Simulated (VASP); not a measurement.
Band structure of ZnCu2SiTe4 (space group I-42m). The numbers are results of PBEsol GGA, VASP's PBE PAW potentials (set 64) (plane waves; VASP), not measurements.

Unless said otherwise, spin-orbit coupling is left out, though it shifts the bands of the heavy elements here.

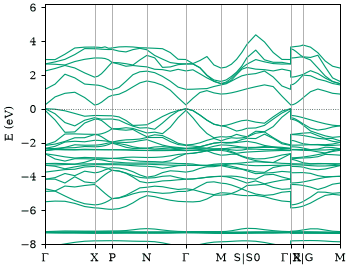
*Bands along high-symmetry lines, zero at the valence-band maximum or, without a gap, the Fermi level*

Question: Read the plot: is there a gap, and where are the band edges?

Answer: The gap is indirect, 0.22 eV, from the valence maximum at Γ to the conduction minimum at X.

The structure comes from a computed database's ZnCu2SiTe4 entry (I-42m); how it stands against other phases isn't given here. The cell was not relaxed at this level. The k-mesh is coarse (spacing up to 0.50 per Å, 2π included), so the numbers may not be converged in it.
